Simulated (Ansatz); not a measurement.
# How far to go with the k-point mesh: NaGa (Cm, 4 atoms in the cell)

```yaml
crystal:
  lattice:
    - [3.01918, -3.38665, 0.00000]
    - [3.01918, 3.38665, 0.00000]
    - [0.00000, 0.00000, 4.88306]
  atoms:
    - { symbol: Na, position: [0.63461, 0.36539, 0.26024] }
    - { symbol: Na, position: [0.36539, 0.63461, 0.75000] }
    - { symbol: Ga, position: [0.08656, 0.91344, 0.25000] }
    - { symbol: Ga, position: [0.91344, 0.08656, 0.75000] }
```

Method of the run: LDA (PW92), default PAW files made with PBE (plane waves; Ansatz, an electronic-structure program).

Base settings: basis.ecutwfc = 30.9 Ry; kpoints.mp_grid.grid = 7 7 7; hamiltonian.xc = lda; hamiltonian.pseudopotentials = {kind: paw} (the program's default PAW files); scf.occupations.method = gaussian; scf.occupations.width = 0.0073 Ry.

Only quantities that move along the ladder and can be compared are tabulated.

The count of work is k-points × plane waves × bands × iterations; it is no time. 

The starting cell comes from a database of computed structures (which also holds hypothetical and non-ambient phases and stackings), without a prior relaxation at this level. Its lattice was rescaled by up to half a per cent. One atom was moved a little off its site on purpose. Ansatz's pressure includes its estimate of the finite-basis (Pulay) stress.

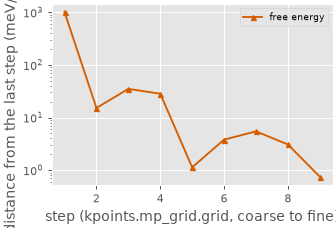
Fig. 1. Distance from the last step along the ladder; very small values are drawn at a floor.

```tsv
kpoints.mp_grid.grid	free energy less the last step's (meV/atom)	pressure (GPa)	largest difference of a force vector from the last step's (eV/Å)	count of work / last
1 1 1	1016.54	4.10	0.403	0.0023
2 2 2	-15.19	-2.16	0.096	0.0095
3 3 2	35.03	-1.78	0.215	0.013
3 3 3	28.34	-2.26	0.176	0.016
4 4 3	-1.13	-2.31	0.093	0.027
5 5 5	-3.80	-2.33	0.018	0.071
6 6 6	5.46	-2.34	0.032	0.12
7 7 7	3.07	-2.29	0.029	0.18
9 9 8	-0.75	-2.28	0.018	0.33
13 13 12	0.00	-2.27	0.000	1.0
```

Coarsest kpoints.mp_grid.grid that holds the free energy within 5 meV/atom of the last step, with all finer ones: 7 7 7, at 0.18 of the last step's count of work; the step before is off by 5.5 meV/atom.

Coarsest kpoints.mp_grid.grid that holds the pressure within 0.2 GPa of the last step, with all finer ones: 3 3 3, at 0.016 of the last step's count of work; the step before is off by 0.49 GPa.

Coarsest kpoints.mp_grid.grid that holds the forces within 0.02 eV/Å: not settled: the last two steps still differ by 0.018 eV/Å, over half the tolerance, so the ladder does not show it.

Keys are those of Ansatz 0.2.
